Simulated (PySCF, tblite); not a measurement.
# CH₈NSi₂ radical, a small gas-phase stand-in for a defect centre (Si site with back bonds N[SiH3], C, [H]): EPR parameters

Wanted: the EPR parameters for `C[SiH]N[SiH3]`. It is drawn as: dangling bond.

Programs: tblite 0.8.0 and PySCF 2.14.0. All values are calculated, for the isolated system unless a continuum is named. Atoms count from 0, parts from 1.

## Step 1: The system as given

12 atoms, charge 0, multiplicity 2; geometry: distance geometry start.

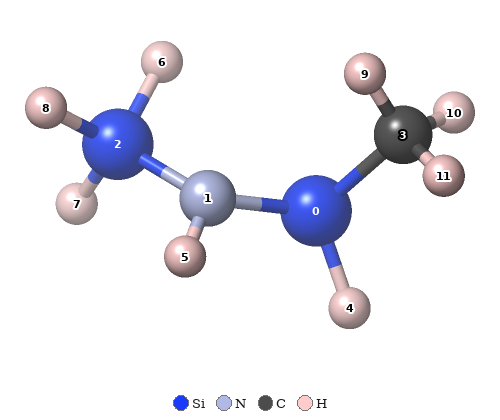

The starting geometry (silicon blue, nitrogen light blue, carbon dark grey, hydrogen pink), atoms numbered.

## Step 2: Geometry optimisation with GFN2-xTB

What the job is given:

```
{"job": {"kind": "relax", "xc": "GFN2-xTB", "basis": "xTB"}, "charge": 0, "multiplicity": 2}
Si     0.813818    -0.743991     0.132427
N     -0.620885    -0.086179     0.937843
Si    -2.105357    -0.160042    -0.030931
C      1.992099     0.683775    -0.127827
H      1.465569    -1.816179     0.889480
H     -0.758511    -0.375443     1.921441
H     -1.732187     0.305734    -1.394449
H     -2.691637    -1.487230    -0.147552
H     -3.064036     0.823417     0.524472
H      1.396797     1.631039    -0.239537
H      2.565638     0.448460    -1.024072
H      2.738002     0.766312     0.720077
```

With the program's defaults for keys left out, this is: GFN2-xTB geometry optimisation, gas phase.

Run with:

```console
OMP_NUM_THREADS=1 python cluster_run.py task.json out
```

This one command runs all jobs of the session in turn.

**Question.** The jobs that follow are: PBE0-D3(BJ)/def2-SVP geometry optimisation, gas phase; UKS B3LYP, IGLO-III on C N Si, pcH-1 on H, non-relativistic, mean-field spin-orbit, GIAO; UKS BHandHLYP, IGLO-III on C N Si, pcH-1 on H, non-relativistic, mean-field spin-orbit, GIAO. Predict: point group; rotational constants (main isotopes); g(iso) (B3LYP); ⟨S²⟩; largest a(iso).

The runs gave:

| quantity | value |
| --- | --- |
| point group | C1 |
| rotational constants (main isotopes) | 7.95, 2.51, 2.00 GHz |
| g(iso) (B3LYP) | 2.00256 |
| ⟨S²⟩ | 0.752 (exact 0.75) |
| largest a(iso) | 29Si on Si0, -578.0 MHz |

In words: The start of the PBE0/def2-SVP relaxation was shaken at random by about 0.01 Å, so part of the energy gained, and of the first lengths quoted, undoes that. Over 6 steps the energy fell by 0.231 eV; of the close pairs, Si2–H7 changed most, 1.428 to 1.493 Å (PBE0/def2-SVP). Si0 carries the largest spin population, 0.81 e. The isotropic g lies 0.2 ppt above the free-electron value. The coupling of 29Si on Si0 runs from -610.3 (BHandHLYP/IGLO-III+pcH-1) to -578.0 MHz (B3LYP/IGLO-III+pcH-1). A capped cluster stands for the solid here, so long-range fields and strain are missing, and bands or shifts of the capping hydrogens have no counterpart in it.
